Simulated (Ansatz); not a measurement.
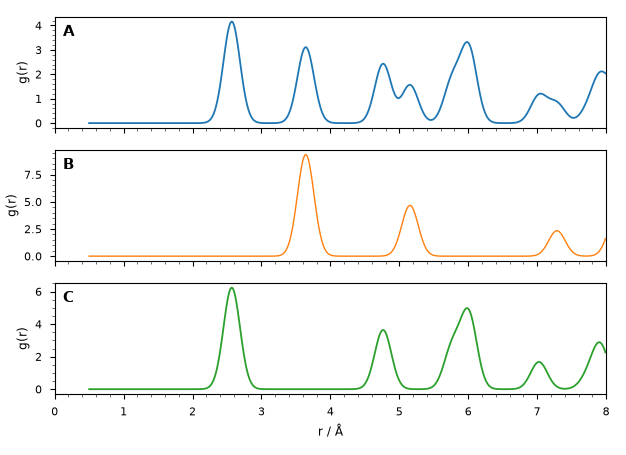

Partial pair correlation functions g(r) computed from the static structure of Se₃S, each distance broadened by a Gaussian of σ = 0.12 Å. It is based on the input geometry of an electronic-structure calculation (not necessarily at equilibrium); the starting structure was generated, so it need not be a known form of this composition.

```yaml
crystal:
  lattice:
    - [3.64654, 0.00000, 0.00000]
    - [0.00000, 3.64654, 0.00000]
    - [0.00000, 0.00000, 8.81875]
  atoms:
    - { symbol: Se, position: [0.00000, 0.50000, 0.50000] }
    - { symbol: Se, position: [0.50000, 0.00000, 0.50000] }
    - { symbol: Se, position: [0.50000, 0.50000, 0.00000] }
    - { symbol: S, position: [0.00000, 0.00000, 0.00000] }
```

**The panels are unlabelled. Name the pair for each.**

panel A is Se–Se (first distance 2.58 Å); panel B is S–S (first distance 3.65 Å); panel C is Se–S (first distance 2.58 Å).

**Tabulate the first and second shells, merging distances less than 0.12 Å apart and averaging over sites.**

```
 pair  first shell (Å)  neighbours in it  second shell (Å)  neighbours in the second
Se–Se             2.58    2.67 Se per Se              3.65                         4
  S–S             3.65         4 S per S              5.16                         4
 Se–S             2.58     1.33 S per Se              4.77                      2.67
```
